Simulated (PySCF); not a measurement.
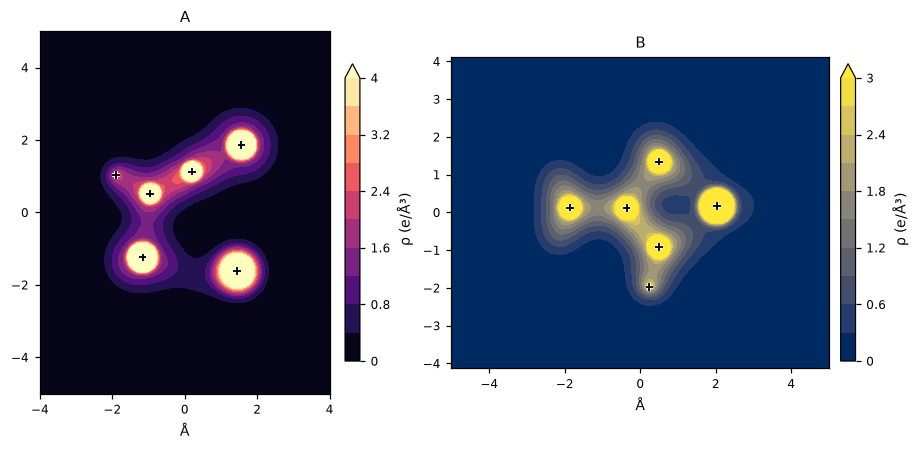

The total electron density of 2 systems, each on a plane through atoms (crosses mark nuclei in the plane).

The calculation used PySCF, B3LYP/def2-SVPD, SCF density, gas phase.

System 1: C$_{4}$H$_{8}$BClSi, the plane of atoms C4, C5 and H11. Geometry: GFN2-xTB.

```yaml
atoms:
  - { symbol: Cl, position_ang: [-2.1603, -1.3645, -1.9570] }
  - { symbol: B, position_ang: [-2.2081, -0.4668, -0.5214] }
  - { symbol: C, position_ang: [-1.2371, -0.8289, 0.6746] }
  - { symbol: C, position_ang: [0.0019, -0.0392, 0.3675] }
  - { symbol: C, position_ang: [0.3419, 1.2122, 0.7115] }
  - { symbol: Si, position_ang: [1.9981, 1.1600, -0.1809] }
  - { symbol: C, position_ang: [1.1492, -0.5465, -0.4684] }
  - { symbol: H, position_ang: [-2.9097, 0.4730, -0.4797] }
  - { symbol: H, position_ang: [-1.6311, -0.5136, 1.6412] }
  - { symbol: H, position_ang: [-0.9745, -1.8864, 0.7235] }
  - { symbol: H, position_ang: [-0.2364, 1.8986, 1.3085] }
  - { symbol: H, position_ang: [3.2124, 1.1350, 0.6331] }
  - { symbol: H, position_ang: [2.1639, 1.9970, -1.3677] }
  - { symbol: H, position_ang: [1.6279, -1.4278, -0.0431] }
  - { symbol: H, position_ang: [0.8574, -0.7940, -1.4880] }
```

System 2: C$_{5}$H$_{3}$FS$_{2}$ (SMILES C#C[C@H](F)SC=C=S), the plane of atoms S5, C6 and C7. Geometry: GFN2-xTB.

```xyz
11

C    -1.2312    1.7375   -0.3552
C    -1.2163    0.5688   -0.0955
C    -1.1169   -0.8373    0.2080
F    -0.8129   -1.0448    1.5287
S     0.1395   -1.6487   -0.8643
C     1.5579   -0.6105   -0.6043
C     1.7643    0.1102    0.4548
S     1.9779    1.0422    1.6825
H    -1.2796    2.7606   -0.5821
H    -2.0540   -1.3703    0.0016
H     2.2768   -0.7051   -1.4003
```

**Which map belongs to which system?**

Panel A is system 2, C$_{5}$H$_{3}$FS$_{2}$: the plane holds F, S, C and H. C–S (1.56 Å): ρ at the midpoint is about 1.8 e/Å³. Panel B is system 1, C$_{4}$H$_{8}$BClSi: the plane holds C, Si and H. C–C (1.34 Å): ρ at the midpoint is about 2.3 e/Å³.
